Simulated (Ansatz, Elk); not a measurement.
**Bonding as seen by X-rays: Y3VC**

The structure of Y3VC used here is made up (a known structure type with other elements) and was relaxed beforehand with PBEsol. The aim is the Fourier transform of its all-electron density, F(hkl), set beside the sum over free spherical atoms that refinements use.

Calculated with Elk 11.2.3 (patched build); DFT, PBE, all-electron APW+lo, Dirac cores, scalar-relativistic bands, static density, ferromagnetic start.

The structure was built from a prototype and need not be the compound's stable phase.

## Step 1: Set-up

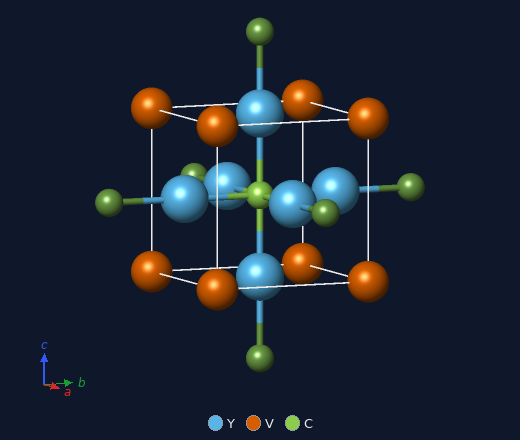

The starting structure, seen slightly off an axis (yttrium blue, vanadium orange, carbon green). Some periodic images of atoms are drawn too.

## Step 2: Ground state and structure factors

An all-electron density is needed, since X-rays see the cores too. Task 0 finds the density and task 195 Fourier-transforms it; tshift is off so that phases refer to the origin typed.

The input, elk.in:

```
tasks
  0
  195
  196

xctype
  20

spinpol
  .true.

rgkmax
  7.0

gmaxvr
  14.0

lmaxo
  7

lmaxapw
  8

swidth
  0.002

tshift
  .false.

ramdisk
  .false.

hmaxvr
  5.5

maxscl
  120

epspot
  1e-06

reducebf
  0.8

sppath
  './'

avec
  9.19364122743 -0.00000000000 -0.00000000000
  0.00000000000 9.19364122743 0.00000000000
  -0.00000000000 0.00000000000 9.19364122743

atoms
  3
  'Y.in'
  3
  0.0000000000 0.5000000000 0.5000000000   0.000000 0.000000 0.000000
  0.5000000000 -0.0000000000 0.5000000000   0.000000 0.000000 0.000000
  0.5000000000 0.5000000000 0.0000000000   0.000000 0.000000 0.000000
  'V.in'
  1
  -0.0000000000 0.0000000000 -0.0000000000   0.000000 0.000000 -0.155000
  'C.in'
  1
  0.5000000000 0.5000000000 0.5000000000   0.000000 0.000000 0.000000

ngridk
  4 4 4
```

On the command line:

```sh
$ OMP_NUM_THREADS=4 elk
```

Numbers of over 12 decimals in the logs are rounded to 6 here.

Output:

```text
┌─────────────────────────┐
│ Elk code version 11.2.3 │
└─────────────────────────┘

All units are atomic (Hartree, Bohr, etc.)

┌─────────────────────────────────────────────────┐
│ Ground-state run starting from atomic densities │
└─────────────────────────────────────────────────┘

Lattice vectors :
   9.193641227      -0.000000000      -0.000000000
   0.000000000       9.193641227       0.000000000
  -0.000000000       0.000000000       9.193641227

Reciprocal lattice vectors :
  0.6834272898      -0.000000000       0.000000000
   0.000000000      0.6834272898       0.000000000
   0.000000000      -0.000000000      0.6834272898

Unit cell volume      :    777.0744962
Brillouin zone volume :   0.3192103391

Muffin-tin inner radius fraction :   0.1000000000E-01

Nuclei treated as point charges

Species : 1 (Y)
 parameters loaded from : Y.in
 name : yttrium
 nuclear charge    :   -39.00000000
 electronic charge :    39.00000000
 atomic mass :    162065.4503
 muffin-tin radius :    2.600000000
 number of radial points in muffin-tin :   1193
 inner part over the whole radius :   0.9871815862E-02
 number on inner part of muffin-tin    :    847
 approximate nuclear radius :   0.8135895711E-04
 number of mesh points to nuclear radius :    416
 atomic positions (lattice), magnetic fields (Cartesian) :
  1 :   0.00000000  0.50000000  0.50000000    0.00000000  0.00000000  0.00000000
  2 :   0.50000000  0.00000000  0.50000000    0.00000000  0.00000000  0.00000000
  3 :   0.50000000  0.50000000  0.00000000    0.00000000  0.00000000  0.00000000

Species : 2 (V)
 parameters loaded from : V.in
 name : vanadium
 nuclear charge    :   -23.00000000
 electronic charge :    23.00000000
 atomic mass :    92860.67382
 muffin-tin radius :    2.400000000
 number of radial points in muffin-tin :    993
 inner part over the whole radius :   0.9920165687E-02
 number on inner part of muffin-tin    :    699
 approximate nuclear radius :   0.6897515165E-04
 number of mesh points to nuclear radius :    327
 atomic positions (lattice), magnetic fields (Cartesian) :
  1 :   0.00000000  0.00000000  0.00000000    0.00000000  0.00000000 -0.15500000

Species : 3 (C)
 parameters loaded from : C.in
 name : carbon
 nuclear charge    :   -6.000000000
 electronic charge :    6.000000000
 atomic mass :    21894.16674
 muffin-tin radius :    1.800000000
 number of radial points in muffin-tin :    593
 inner part over the whole radius :   0.9914778686E-02
 number on inner part of muffin-tin    :    406
 approximate nuclear radius :   0.4747601631E-04
 number of mesh points to nuclear radius :    166
 atomic positions (lattice), magnetic fields (Cartesian) :
  1 :   0.50000000  0.50000000  0.50000000    0.00000000  0.00000000  0.00000000

Total number of atoms per unit cell :    5
Total muffin-tin volume :    303.2013902
 ratio of muffin-tin to unit cell volume :   0.3901831699

Spin treatment :
 spin-polarised
 global magnetic field (Cartesian) :    0.000000000       0.000000000       0.000000000
 collinear magnetisation in z-direction

Number of Bravais lattice symmetries :   48
Number of crystal symmetries         :   48
Crystal has inversion symmetry
Real symmetric eigensolver will be used

k-point grid :      4     4     4
k-point offset :    0.000000000       0.000000000       0.000000000
k-point set is reduced with full crystal symmetry group
Total number of k-points :       10

Muffin-tin radius times maximum |G+k| :    7.000000000
 using average radius
Maximum |G+k| for APW functions       :    2.916666667
Maximum (1/2)|G+k|²                   :    4.253472222
Maximum |G| for potential and density :    14.00000000
Constant for pseudocharge density :    9
 order of it for each species :   16  16  16
 order of it for pair densities of each species (exact exchange by exxq0 0: 17) :   11  10   4
Radial integration step length :    1

G-vector grid sizes :     42    42    42
Number of G-vectors :    36041

Maximum angular momentum used for
 APW functions            :    8
[...]
total in muffin-tins        :    1.947971401
 total moment                :    2.383260061

RMS change in Kohn-Sham potential (target) :    2.475969126     (  0.1000000000E-05)
Absolute change in total energy (target)   :   0.3956824132     (  0.1000000000E-03)

[... loops 3 to 26 left out ...]

┌──────────────────┐
│ Loop number : 27 │
└──────────────────┘

Energies :
 Fermi                       :     0.243205
 sum of occupied eigenvalues :     -6575.5727799408
 electron kinetic            :      11475.639188600
 core electron kinetic       :      11214.850547527
 Coulomb                     :     -22240.127547730
 Coulomb potential           :     -17556.491593496
 nuclear-nuclear             :     -1270.2751052782
 electron-nuclear            :     -24409.965423074
 Hartree                     :      3440.1129806218
 Madelung                    :     -13461.881750982
 xc potential                :     -494.56021471640
 xc effective B-field        :    -0.160156
 external B-field            :      0.000000
 exchange                    :     -372.92990561212
 correlation                 :     -7.114108
 electron entropic           :    -0.20472368632406E-02
 total energy                :     -11144.534420455
 (external B-field energy excluded from total)

Density of states at Fermi energy :    164.5855571
 (states/Hartree/unit cell)

Estimated indirect band gap :   0.1555500369E-02
 from k-point 3 to k-point 9
Estimated direct band gap   :   0.2860658023E-02
 at k-point 9

Charges :
 core                        :    96.00000000
 valence                     :    50.00000000
 interstitial                :    8.856030453
 muffin-tins (core leakage)
  species : 1 (Y)
[...]
species : 2 (V)
[...]
species : 3 (C)
[...]
total in muffin-tins        :    137.1439695
 total calculated charge     :    145.9992279
 total charge                :    146.0000000
 error                       :   0.7721310649E-03

Moments :
 interstitial                :    1.310458155
 muffin-tins
  species : 1 (Y)
[...]
species : 2 (V)
[...]
species : 3 (C)
[...]
total in muffin-tins        :    3.075551380
 total moment                :    4.386009535

RMS change in Kohn-Sham potential (target) :   0.7264370104E-06 (  0.1000000000E-05)
Absolute change in total energy (target)   :   0.2084114385E-05 (  0.1000000000E-03)

Convergence targets achieved

┌──────────────────┐
│ Loop number : 28 │
└──────────────────┘

Energies :
 Fermi                       :     0.243206
 sum of occupied eigenvalues :     -6575.5727801892
 electron kinetic            :      11475.639192021
 core electron kinetic       :      11214.850547254
 Coulomb                     :     -22240.127552893
 Coulomb potential           :     -17556.491597789
 nuclear-nuclear             :     -1270.2751052782
 electron-nuclear            :     -24409.965428316
 Hartree                     :      3440.1129807016
 Madelung                    :     -13461.881753998
 xc potential                :     -494.56021318639
 xc effective B-field        :    -0.160158
 external B-field            :      0.000000
 exchange                    :     -372.92990687215
 correlation                 :     -7.114108
 electron entropic           :    -0.20471926469817E-02
 total energy                :     -11144.534423090
 (external B-field energy excluded from total)

Density of states at Fermi energy :    164.5804144
 (states/Hartree/unit cell)

Estimated indirect band gap :   0.1556525621E-02
 from k-point 3 to k-point 9
Estimated direct band gap   :   0.2861375574E-02
 at k-point 9

Charges :
 core                        :    96.00000000
 valence                     :    50.00000000
 interstitial                :    8.856030333
 muffin-tins (core leakage)
  species : 1 (Y)
[...]
atom 3                    :    36.87771157     (  0.8724113847E-05)
  species : 2 (V)
   atom 1                    :    21.31499788     ( -0.2221834983E-06)
  species : 3 (C)
   atom 1                    :    5.195837066     (  0.3492105805E-05)
 total in muffin-tins        :    137.1439697
 total calculated charge     :    145.9992279
 total charge                :    146.0000000
 error                       :   0.7721312200E-03

Moments :
 interstitial                :    1.310502498
 muffin-tins
  species : 1 (Y)
[...]
atom 3                    :   0.1038390728
  species : 2 (V)
   atom 1                    :    2.696652359
  species : 3 (C)
   atom 1                    :   0.6740446249E-01
 total in muffin-tins        :    3.075574040
 total moment                :    4.386076539

┌──────────────────────────────┐
│ Self-consistent loop stopped │
└──────────────────────────────┘

Wrote STATE.OUT
```

Elapsed: 1.7 min, on 4 threads of AMD EPYC 7B13 (Zen 3), shared host; peak memory 0.45 GiB.

SFACRHO.OUT:

```text

h k l indices transformed by vhmat matrix:
   1.000000000       0.000000000       0.000000000    
   0.000000000       1.000000000       0.000000000    
   0.000000000       0.000000000       1.000000000    

      h      k      l  multipl.   |H|            Re(F)            Im(F)           |F|

      0      0      0      1   0.0000000       146.00000      0.56643662E-16   146.00000    
      0      0      1      6  0.68342729      -20.245136      0.90038414E-14   20.245136    
      0     -1      1     12  0.96651214      -9.4101838     -0.40644031E-14   9.4101838    
     -1     -1     -1      8   1.1837308       108.12317      0.21635836E-13   108.12317    
      0      0     -2      6   1.3668546       111.66950      0.16316814E-13   111.66950    
     -1     -2      0     24   1.5281899      -16.645665     -0.80970890E-14   16.645665    
     -2      1      1     24   1.6740481      -10.172881     -0.25570178E-13   10.172881    
     -2      2      0     12   1.9330243       97.483647      0.67580727E-14   97.483647    
     -2      1     -2     24   2.0502819      -14.746399     -0.17575458E-13   14.746399    
     -3      0      0      6   2.0502819      -14.787921     -0.20171107E-13   14.787921    
      0      3     -1     24   2.1611869      -10.001493     -0.43198398E-15   10.001493    
      3     -1      1     24   2.2666719       85.821888      0.17199608E-14   85.821888    
      2      2      2      8   2.3674616       88.124087     -0.37708749E-13   88.124087    
      0      3     -2     24   2.4641321      -13.847837      0.63793093E-14   13.847837    
     -3      1      2     48   2.5571508      -9.6861417     -0.12529762E-14   9.6861417    
      4      0      0      6   2.7337092       81.435714     -0.23338350E-13   81.435714    
     -1      0      4     24   2.8178429      -13.245871     -0.46999312E-14   13.245871    
      2     -3     -2     24   2.8178429      -13.177140     -0.19654696E-14   13.177140
```

Elk indexes on the primitive cell of elk.in and gives |H| = 4π sin θ/λ in inverse bohr. Below, one row stands for each form hkl of the conventional cell (m members, Friedel mates merged), F is for one primitive cell and the density is static (no thermal factor). Free-atom factors are Waasmaier and Kirfel's, and R is Σm||F|−|F'||/Σm|F|.

| hkl | m | sin θ/λ (Å⁻¹) | abs F, DFT | neutral atoms | diff. |
| --- | --- | --- | --- | --- | --- |
| 100 | 6 | 0.103 | 20.245 | 19.917 | +0.328 |
| 110 | 12 | 0.145 | 9.410 | 9.897 | -0.487 |
| 111 | 8 | 0.178 | 108.123 | 108.677 | -0.554 |
| 200 | 6 | 0.205 | 111.669 | 111.520 | +0.149 |
| 210 | 24 | 0.230 | 16.646 | 16.459 | +0.186 |
| 211 | 24 | 0.252 | 10.173 | 10.091 | +0.082 |
| 220 | 12 | 0.291 | 97.484 | 97.403 | +0.080 |
| 221 | 24 | 0.308 | 14.746 | 14.809 | -0.062 |
| 300 | 6 | 0.308 | 14.788 | 14.809 | -0.021 |
| 310 | 24 | 0.325 | 10.002 | 9.877 | +0.124 |
| 311 | 24 | 0.341 | 85.822 | 85.645 | +0.177 |
| 222 | 8 | 0.356 | 88.124 | 88.065 | +0.059 |
| 320 | 24 | 0.371 | 13.848 | 13.837 | +0.010 |
| 321 | 48 | 0.385 | 9.686 | 9.639 | +0.047 |

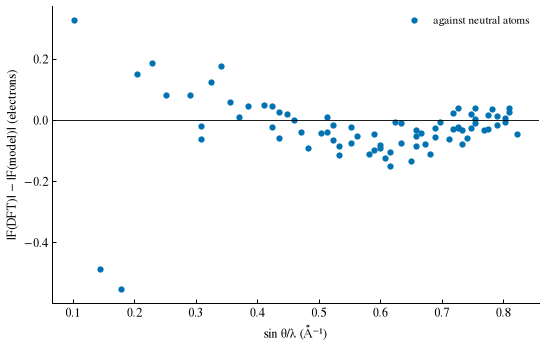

Difference between the calculated structure factors and the independent-atom ones.

## Step 3: The magnetisation density

The same run holds the spin density, and task 196 transforms it. The order is that of the start, and no other was tried.

SFACMAG_1.OUT:

```text

h k l indices transformed by vhmat matrix:
   1.000000000       0.000000000       0.000000000    
   0.000000000       1.000000000       0.000000000    
   0.000000000       0.000000000       1.000000000    

      h      k      l  multipl.   |H|            Re(F)            Im(F)           |F|

      0      0      0      1   0.0000000       4.3860767      0.44148526E-17   4.3860767    
      0      0      1      6  0.68342729       2.5556355      0.47464772E-16   2.5556355    
      0     -1      1     12  0.96651214       2.0561944     -0.15424847E-16   2.0561944    
     -1     -1     -1      8   1.1837308       1.7169814     -0.29894021E-16   1.7169814    
      0      0     -2      6   1.3668546       1.2514976      0.33793128E-16   1.2514976    
     -1     -2      0     24   1.5281899       1.0556379     -0.12015740E-16   1.0556379    
     -2      1      1     24   1.6740481       1.0595630     -0.24783073E-17   1.0595630    
     -2      2      0     12   1.9330243      0.88682514     -0.28037960E-17  0.88682514    
     -2      1     -2     24   2.0502819      0.76685434     -0.10891268E-16  0.76685434    
     -3      0      0      6   2.0502819      0.71172997     -0.13613366E-16  0.71172997    
      0      3     -1     24   2.1611869      0.63424302     -0.39322061E-17  0.63424302    
      3     -1      1     24   2.2666719      0.56432316      0.17403302E-17  0.56432316    
      2      2      2      8   2.3674616      0.61884763     -0.37580137E-16  0.61884763    
      0      3     -2     24   2.4641321      0.46861347     -0.10362695E-16  0.46861347    
     -3      1      2     48   2.5571508      0.43567252     -0.91073606E-17  0.43567252    
      4      0      0      6   2.7337092      0.25783857      0.13584102E-16  0.25783857
```

The total moment is 4.39 μB a cell; sphere moments: Y1 +0.10, Y2 +0.10, Y3 +0.10, V4 +2.70, C5 +0.07 μB. Polarised neutrons measure spin and orbital magnetisation together; without spin-orbit coupling the run gives the spin part:

| hkl | sin θ/λ (Å⁻¹) | abs F_M (μB) |
| --- | --- | --- |
| 100 | 0.103 | 2.556 |
| 110 | 0.145 | 2.056 |
| 111 | 0.178 | 1.717 |
| 200 | 0.205 | 1.252 |
| 210 | 0.230 | 1.056 |
| 211 | 0.252 | 1.060 |
| 220 | 0.291 | 0.887 |
| 221 | 0.308 | 0.767 |
| 300 | 0.308 | 0.712 |
| 310 | 0.325 | 0.634 |
| 311 | 0.341 | 0.564 |
| 222 | 0.356 | 0.619 |
| 320 | 0.371 | 0.469 |
| 321 | 0.385 | 0.436 |

(Continued in part 2 of 2.)

[Logs are printed without paths, hosts, clocks, repeated set-up lines and the standing remarks that a program may print on its own settings, such as how far it seeks lower states.]

[Hosts, paths, dates, database ids (printed as entryN), source tags and the programs' standing remarks are cut or masked in the printed files.]
